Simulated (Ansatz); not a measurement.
## Two runs on CH4AlO

System: CH4AlO, charge +1, SMILES [OH+]=[CH][AlH2].
Method of run 1: RKS PBE0-D4/def2-TZVP (Ansatz 0.2.0).

Text and figures count atoms from 1; the logs count them from 0 in places.

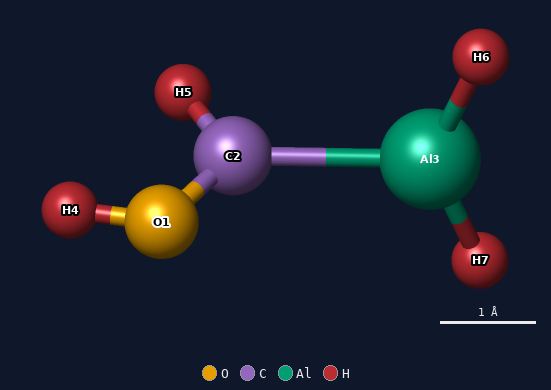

Fig. 1: The structure (ball-and-stick view, seen at a tilt; atoms are numbered from 1 in the order of the input). Sticks mark near contacts.

Input, run 1:
```yaml
crystal:
  periodic: [false, false, false]
  atoms:
    - { symbol: O, position_ang: [-1.33585, -0.779461, -0.199368] }
    - { symbol: C, position_ang: [-0.395622, 0.001003, -0.522149] }
    - { symbol: Al, position_ang: [1.233648, 0.474862, 0.673252] }
    - { symbol: H, position_ang: [-2.039109, -0.907647, -0.86774] }
    - { symbol: H, position_ang: [-0.485262, 0.444487, -1.525599] }
    - { symbol: H, position_ang: [0.909428, 1.74129, 1.531191] }
    - { symbol: H, position_ang: [2.401059, -0.528403, 0.398361] }
total_charge: 1
basis:
  gaussian: { orbitals: def2-TZVP }
hamiltonian:
  xc: pbe0
  dispersion: d4
output:
  forces: true
```

Command:
```bash
ansatz run input.yaml --threads 1 --pin off --max-ram 2560MiB --backend cpu --events-out ev --progress --plain --runs-dir out
```

Hardware: 1 thread of Arm Neoverse V1, 24 GiB of memory available, shared host.

Output (run 1):
```
Engine: ansatz 0.2.0, aarch64-unknown-linux-gnu
Functional definition: PBE0
  parameter a = 0.25
  parameter kappa = 0.804
  parameter beta = 0.06672455060314922
  exchange = (1 - a)*pbe_x(kappa = kappa, mu = beta*pi^2/3) + a*exact_x
  correlation = pbe_c(beta = beta)
786 factors; their error is unknown
mean field evaluation 1: about -9707.9612 eV, gradient 1.0e2 eV
mean field evaluation 2: about -9465.1982 eV, gradient 2.1e2 eV
mean field evaluation 4: about -9728.9860 eV, gradient 3.5e1 eV
mean field evaluation 8: about -9731.5163 eV, gradient 1.0e-1 eV
mean field evaluation 16: about -9731.5269 eV, gradient 2.5e-4 eV
mean field -9731.52685523 eV, -357.6270156638 hartree, gradient 1.0e-5 eV, S^2 0.000000; 0 other end points of the search recorded, 0 dependent functions left out
the calculation of the forces begins
reference -9731.52688617 eV, -357.6270168009 hartree; 15, 15 occupied and 108, 108 virtual orbitals, 786 factors
Total energy: -9731.58666452 eV, -357.6292136148 hartree
Atom 0 at    -1.335850    -0.779461    -0.199368 Å, force     0.176578     0.066162     0.100201 eV/Å
Atom 1 at    -0.395622     0.001003    -0.522149 Å, force    -0.020288     0.047521    -0.121681 eV/Å
Atom 2 at     1.233648     0.474862     0.673252 Å, force    -0.100185    -0.139434     0.147514 eV/Å
Atom 3 at    -2.039109    -0.907647    -0.867740 Å, force     0.020865     0.016892    -0.006195 eV/Å
Atom 4 at    -0.485262     0.444487    -1.525599 Å, force    -0.094152    -0.029484    -0.065150 eV/Å
Atom 5 at     0.909428     1.741290     1.531191 Å, force     0.007565     0.020552    -0.026605 eV/Å
Atom 6 at     2.401059    -0.528403     0.398361 Å, force     0.009617     0.017791    -0.028084 eV/Å
Dipole moment:    -0.365632     0.013480    -0.507581 e Å
```

For run 2 the input was changed thus:
```diff
-    - { symbol: Al, position_ang: [1.233648, 0.474862, 0.673252] }
+    - { symbol: Al, position_ang: [1.386824, 1.017134, -0.208447] }
-    - { symbol: H, position_ang: [0.909428, 1.74129, 1.531191] }
-    - { symbol: H, position_ang: [2.401059, -0.528403, 0.398361] }
+    - { symbol: H, position_ang: [1.093125, 2.41799, 0.421124] }
+    - { symbol: H, position_ang: [2.586223, 0.149, -0.711183] }
```

What does this change do to the results?

With the same method and basis, run 2 lies 11.2 kcal/mol higher. The largest force goes from 0.226 to 1.197 eV/Å.

Output (run 2):
```
Engine: ansatz 0.2.0, aarch64-unknown-linux-gnu
Functional definition: PBE0
  parameter a = 0.25
  parameter kappa = 0.804
  parameter beta = 0.06672455060314922
  exchange = (1 - a)*pbe_x(kappa = kappa, mu = beta*pi^2/3) + a*exact_x
  correlation = pbe_c(beta = beta)
786 factors; their error is unknown
mean field evaluation 1: about -9705.2947 eV, gradient 1.0e2 eV
mean field evaluation 2: about -9443.3720 eV, gradient 2.2e2 eV
mean field evaluation 4: about -9727.5219 eV, gradient 4.2e1 eV
mean field evaluation 8: about -9731.0305 eV, gradient 7.8e-2 eV
mean field evaluation 16: about -9731.0426 eV, gradient 5.7e-5 eV
mean field -9731.04262862 eV, -357.6092206641 hartree, gradient 5.7e-5 eV, S^2 0.000000; 0 other end points of the search recorded, 0 dependent functions left out
the calculation of the forces begins
reference -9731.04265937 eV, -357.6092217942 hartree; 15, 15 occupied and 108, 108 virtual orbitals, 786 factors
Total energy: -9731.10156137 eV, -357.6113864026 hartree
Atom 0 at    -1.335850    -0.779461    -0.199368 Å, force     0.726911     0.330941     0.295037 eV/Å
Atom 1 at    -0.395622     0.001003    -0.522149 Å, force     0.174359     0.281897    -0.332425 eV/Å
Atom 2 at     1.386824     1.017134    -0.208447 Å, force     0.014501    -0.527871     1.073994 eV/Å
Atom 3 at    -2.039109    -0.907647    -0.867740 Å, force     0.045359     0.038711    -0.017939 eV/Å
Atom 4 at    -0.485262     0.444487    -1.525599 Å, force    -0.767490    -0.175826    -0.658568 eV/Å
Atom 5 at     1.093125     2.417990     0.421124 Å, force    -0.103202     0.035214    -0.175275 eV/Å
Atom 6 at     2.586223     0.149000    -0.711183 Å, force    -0.090439     0.016935    -0.184824 eV/Å
Dipole moment:    -0.334085    -0.005479    -0.428194 e Å
```

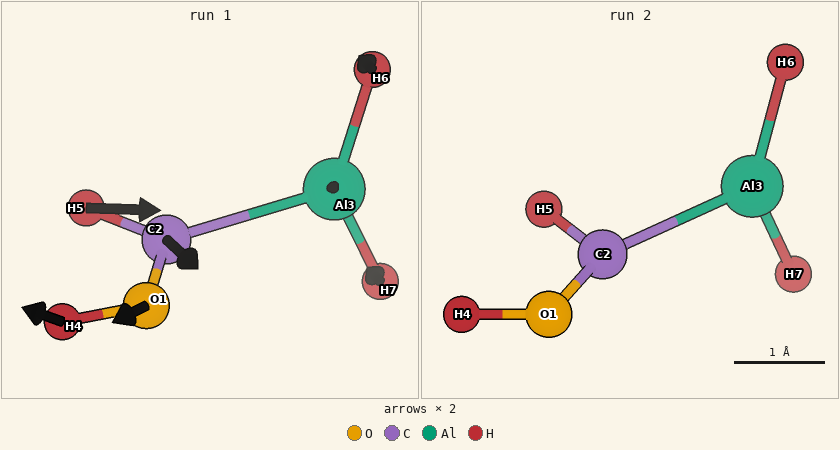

Fig. 2: The two input geometries at one scale (ball-and-stick view, seen at a tilt). The black arrows on the first give the shifts of the atoms after the best rigid fit, magnified 2 times. H5 moves most after the best rigid fit: 0.42 Å. By element the largest moves are H 0.42 Å, C 0.34 Å, O 0.25 Å, Al 0.06 Å.

The two runs side by side:

| quantity | run 1 | run 2 |
| --- | --- | --- |
| outcome | converged | converged |
| total energy (hartree) | −357.629214 | −357.611386 |
| largest force (eV/Å) | 0.226 | 1.197 |
| basis functions | 123 | 123 |
| wall time (shared host) | 3.2 s | 2.9 s |
